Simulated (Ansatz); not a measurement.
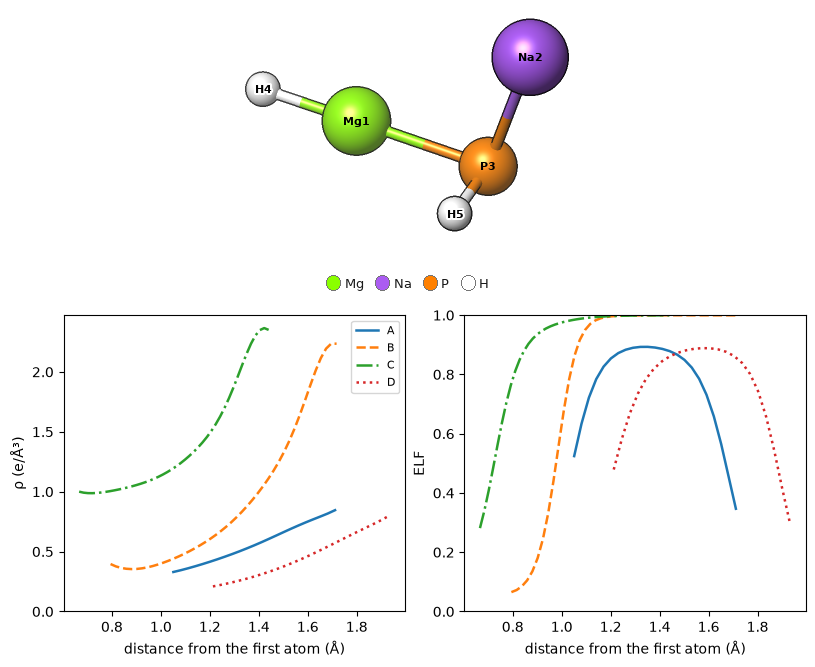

Figure. H2MgNaP. Total electron density and electron localisation function along straight lines between neighbouring atoms. The curves leave out the atomic cores. The structure is drawn too.

Geometry: B3LYP-D3(BJ)/6-311G**.

Computed with isolated molecule in a Gaussian basis; Kohn-Sham density functional theory, functional PBE0 in Ansatz.

```yaml
atoms:
  - { symbol: Mg, position_ang: [-0.7214, -1.0388, 0.8037] }
  - { symbol: Na, position_ang: [1.1276, 1.9855, -0.7181] }
  - { symbol: P, position_ang: [1.5331, -0.2294, 0.6248] }
  - { symbol: H, position_ang: [-2.3147, -1.6699, 0.9198] }
  - { symbol: H, position_ang: [1.3480, 0.4858, 1.8610] }
```

Q: Which curve belongs to which contact (Mg–H, Mg–P, Na–P and P–H)? The first atom named is at distance zero.

A: Curve A: Mg–P (2.40 Å): the density is about 0.42 e/Å³ at the midpoint; the ELF peaks at about 0.90 in the valence shell of P, 1.1 Å from its nucleus, and is about 0.85 at the midpoint. Curve B: Mg–H (1.72 Å): ρ is about 0.36 e/Å³ halfway; the ELF climbs to about 1 towards the hydrogen. Curve C: P–H (1.44 Å): ρ is about 0.99 e/Å³ halfway; the ELF climbs to about 1 towards the hydrogen. Curve D: Na–P (2.62 Å): the density is about 0.25 e/Å³ at the midpoint; the ELF peaks at about 0.90 in the valence shell of P, 1.0 Å from its nucleus, and is about 0.75 at the midpoint.
